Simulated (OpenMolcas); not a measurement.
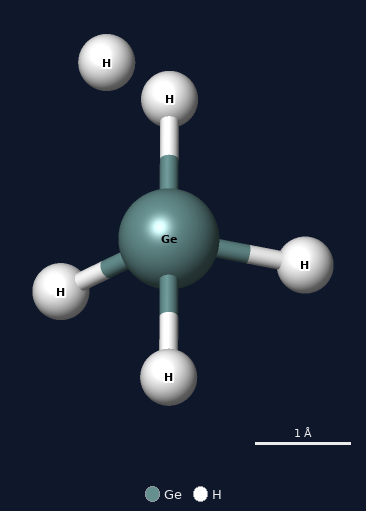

*The input geometry (ball-and-stick view, seen at an oblique angle). Sticks mark near contacts.*

Bond lengths as drawn: Ge–H 1.51 to 1.78 Å.

**Run report: GeH5 (charge −1), single-point calculation (part 1 of 2)**

GeH5, charge −1, computed with BLYP/def2-TZVPP, RKS (OpenMolcas 26.06).

A bond length was changed on purpose from its optimised value.

Input:
```
>>> EXPORT MOLCAS_PRINT=2

&GATEWAY
  BasLib
  $CurrDir
  Coord
  input.xyz
  Basis
  def2-TZVPP
  Group
  NoSym

&SEWARD
  GridInput
  Grid=UltraFine
  End of Grid

&SCF
  Charge
  -1
  KSDFT
  BLYP
  Thresholds
  1e-10 1e-07 1e-07 1e-05
  PrOrbitals
  1 2
```

File input.xyz:
```
6

Ge     0.896240     1.579058     0.033855
H      0.872590     1.574368     1.795955
H      0.918070     1.589558    -1.747605
H      2.410970     1.591098     0.042935
H      0.129030     2.884228     0.027315
H     -0.746540    -1.317780    -0.016130
```

Command:
```bash
export MOLCAS_MEM=1860
pymolcas test.input > test.log
```

Log:
```
--- Start Module: gateway ---

                                              &GATEWAY

                       available to each process: 1.9 GB of memory, 1 thread

 Basis Set     1 Label: GE.DEF2-TZVPP
 Basis set is read from library:.
 basistype.tbl is not found

 Basis Set     2 Label: H.DEF2-TZVPP
 Basis set is read from library:.
 basistype.tbl is not found

++    Symmetry information:
      ---------------------

                    Character Table for C1

                             E
                    a        1  x, y, xy, Rz, z, xz, Ry, yz, Rx, I
--

++    Basis set information:
      ----------------------

      Basis set label: GE.DEF2-TZVPP.........

      Electronic valence basis set:
      ------------------
      Associated Effective Charge  32.000000 au
      Associated Actual Charge     32.000000 au
      Nuclear Model: Point charge

      Shell  nPrim  nBasis  Cartesian Spherical Contaminant
         s      17       6        X
         p      12       5        X
         d       8       4                 X
         f       1       1                 X

      Basis set label: H.DEF2-TZVPP.........

      Electronic valence basis set:
      ------------------
      Associated Effective Charge   1.000000 au
      Associated Actual Charge      1.000000 au
      Nuclear Model: Point charge

      Shell  nPrim  nBasis  Cartesian Spherical Contaminant
         s       5       3        X
         p       2       2        X
         d       1       1                 X
--

++    Molecular structure info:
      -------------------------

                    ************************************************
                    **** Cartesian Coordinates / bohr, angstrom ****
                    ************************************************

     Center  Label                x              y              z                     x              y              z
        1      GE1              1.693648       2.983987       0.063977              0.896240       1.579058       0.033855
        2      H2               1.648956       2.975124       3.393863              0.872590       1.574368       1.795955
        3      H3               1.734901       3.003829      -3.302495              0.918070       1.589558      -1.747605
        4      H4               4.556073       3.006739       0.081135              2.410970       1.591098       0.042935
        5      H5               0.243831       5.450401       0.051618              0.129030       2.884228       0.027315
        6      H6              -1.410756      -2.490243      -0.030481             -0.746540      -1.317780      -0.016130

                    ***************************************
                    *    InterNuclear Distances / bohr    *
                    ***************************************

               1 GE1           2 H2            3 H3            4 H4            5 H5            6 H6
    1 GE1      0.000000
    2 H2       3.330198        0.000000
    3 H3       3.366783        6.696971        0.000000
    4 H4       2.862567        4.407550        4.405448        0.000000
    5 H5       2.861000        4.389986        4.411244        4.956590        0.000000
    6 H6       6.293921        7.138502        7.126434        8.113712        8.111611        0.000000

                    *******************************************
                    *    InterNuclear Distances / angstrom    *
                    *******************************************

               1 GE1           2 H2            3 H3            4 H4            5 H5            6 H6
    1 GE1      0.000000
    2 H2       1.762265        0.000000
    3 H3       1.781625        3.543884        0.000000
    4 H4       1.514805        2.332375        2.331263        0.000000
    5 H5       1.513976        2.323080        2.334330        2.622914        0.000000
    6 H6       3.330600        3.777533        3.771147        4.293592        4.292480        0.000000

                    **************************************
                    *    Valence Bond Angles / degree    *
                    **************************************
                          Atom centers                 Phi
                      4 H4       1 GE1      5 H5       119.99
--

            Nuclear Potential Energy             48.34798103 au

--- Stop Module: gateway /rc=_RC_ALL_IS_WELL_ ---

--- Start Module: seward ---

                                              &SEWARD

                       available to each process: 1.9 GB of memory, 1 thread

               SEWARD will generate:
                  Multipole Moment integrals up to order  2
                  Kinetic Energy integrals
                  Nuclear Attraction integrals (point charge)
                  One-Electron Hamiltonian integrals
                  Velocity integrals
                  Orbital angular momentum around (  1.6720   2.9460   0.0624 )
                  Velocity quadrupole around (  1.6720   2.9460   0.0624 )
                  Two-Electron Repulsion integrals

                   Integrals are discarded if absolute value <: 1.00E-14
                   Integral cutoff threshold is set to       <: 1.00E-16

            Nuclear Potential Energy             48.34798103 au

      Basis set specifications :
      Symmetry species         a
      Basis functions          118

--- Stop Module: seward /rc=_RC_ALL_IS_WELL_ ---
--- Module seward spent 6 seconds ---

--- Start Module: scf ---

                                                &SCF

                       available to each process: 1.9 GB of memory, 1 thread

 ###############################################################################
 ###     Minimized-density-differences option turned off!                    ###
 ###############################################################################
++    Input section:
      --------------

      Header of the integral files:

      Cartesian coordinates in angstrom:
      -----------------------------------------------------
      No.  Label        X            Y            Z
      -----------------------------------------------------
       1   GE1        0.89624000   1.57905800   0.03385500
       2   H2         0.87259000   1.57436800   1.79595500
       3   H3         0.91807000   1.58955800  -1.74760500
       4   H4         2.41097000   1.59109800   0.04293500
       5   H5         0.12903000   2.88422800   0.02731500
       6   H6        -0.74654000  -1.31778000  -0.01613000
      -----------------------------------------------------
      Nuclear repulsion energy =   48.34798103
--

++    Orbital specifications:
      -----------------------

      Symmetry species               1
                                     a
      Frozen orbitals                0
      Aufbau                        19
      Start temperature = 0.500
      End temperature   = 0.010
      Temperature Factor= 0.460
      Deleted orbitals               0
      Total number of orbitals     118
      Number of basis functions    118
--

      Molecular charge                          -1.000

      Numerical integration parameters
      --------------------------------
      Radial quadrature type:                         MHL
      Size of radial grid:                            99
      Lebedev angular grid:                           41
      Angular grid pruned with the crowding factor:  1.00E+10
                                 and fading factor:  1.00E+01
      Screening threshold for integral computation:   1.00E-11
      Radial quadrature accuracy:                     1.00E-25
      Maximum batch size:                             128
      AO values are stored on disk
      The same grid will be used for all iterations.

      DFT functional specifications
      -----------------------------
      Using Libxc version: 6.2.2
      Please cite the following reference:
      S. Lehtola, C. Steigemann, M. J.T. Oliveira, and M. A.L. Marques.,  SoftwareX 7, 1–5 (2018) doi:10.1016/j.softx.2017.11.002

      * Becke 88
        - A. D. Becke.,  Phys. Rev. A 38, 3098 (1988) doi:10.1103/PhysRevA.38.3098
      * Lee, Yang & Parr
        - C. Lee, W. Yang, and R. G. Parr.,  Phys. Rev. B 37, 785 (1988) doi:10.1103/PhysRevB.37.785
        - B. Miehlich, A. Savin, H. Stoll, and H. Preuss.,  Chem. Phys. Lett. 157, 200 (1989) doi:10.1016/0009-2614(89)87234-3

++    Optimization specifications:
      ----------------------------

      SCF Algorithm: Conventional
      D(i)-D(i-1) density differences are used
      Number of density matrices in core                 5
      Maximum number of NDDO SCF iterations            400
      Maximum number of HF SCF iterations              400
      Threshold for SCF energy change             1.00E-10
      Threshold for density matrix                1.00E-07
      Threshold for Fock matrix                   1.00E-07
      Threshold for linear dependence             1.00E-09
      Threshold at which DIIS is turned on        1.50E-01
      Maximum depth in the DIIS procedure                5
      Maximum depth in the BFGS Hessian update          30
      Threshold at which QNR/C2DIIS is turned on  7.50E-02
      Threshold for Norm(delta) (QNR/C2DIIS)      1.00E-05
      All orbitals punched on: SCFORB
--

      Input vectors read from INPORB
      Orbital file label: *Guess orbitals

++ Convergence information
                                   BLYP       iterations: Energy and convergence statistics

Iter     Tot. BLYP       One-elec.       Two-elec.     Energy      Max Dij or  Max Fij      DNorm      TNorm      AccCon     Time
         Energy          Energy          Energy        Change      Delta Norm                                                in Sec.

 The total and one-electron energies are shifted by a value of      2000. a.u.

   1   -77.755728603 -1067.656223713   941.552514083   0.00E+00    2.50E-01*   2.98E+00*    9.29E+00   3.38E+02   None         3.
   2   -77.492604655 -1088.158009336   962.317423655   2.63E-01*   1.73E-01*   3.57E-02*    2.15E+01   3.41E+02   EDIIS        2.
   3   -79.130832358 -1092.876093076   965.397279691  -1.64E+00*   2.19E-01*   1.65E-01*    3.87E+00   3.42E+02   EDIIS        2.
   4   -79.410959620 -1056.557865633   928.798924987  -2.80E-01*   2.96E-01*   1.61E-01*    6.48E+00   3.36E+02   EDIIS        2.
   5   -79.136939102 -1109.982404057   982.497483928   2.74E-01*   2.92E-01*   1.29E-01*    3.75E+00   3.45E+02   EDIIS        2.
   6   -79.786310066 -1084.835824858   956.701533765  -6.49E-01*   1.74E-01*   1.17E-01*    2.47E+00   3.40E+02   EDIIS        2.
   7   -79.316516370 -1080.324889370   952.660391973   4.70E-01*   4.21E-01*   3.49E-02*    4.91E+00   3.40E+02   EDIIS        2.
   8   -79.654997284 -1082.616918291   954.613939981  -3.38E-01*   3.26E-01*   3.96E-02*    2.54E+00   3.41E+02   EDIIS        2.
   9   -79.861294418 -1074.186664510   945.977389066  -2.06E-01*   5.09E-01*   3.77E-02*    1.23E+00   3.39E+02   EDIIS        2.
  10   -79.809718266 -1088.016369186   959.858669894   5.16E-02*   2.29E-01*   1.70E-02*    1.13E+00   3.41E+02   EDIIS        2.
  11   -79.886725379 -1081.681601334   953.446894928  -7.70E-02*   3.54E-01*   1.66E-02*    6.25E-01   3.40E+02   EDIIS        2.
  12   -79.879868132 -1081.179684975   952.951835817   6.86E-03*   8.12E-02*   7.67E-03*    8.15E-01   3.40E+02   EDIIS        2.

       Fermi aufbau procedure completed!
      nOcc=   19
```
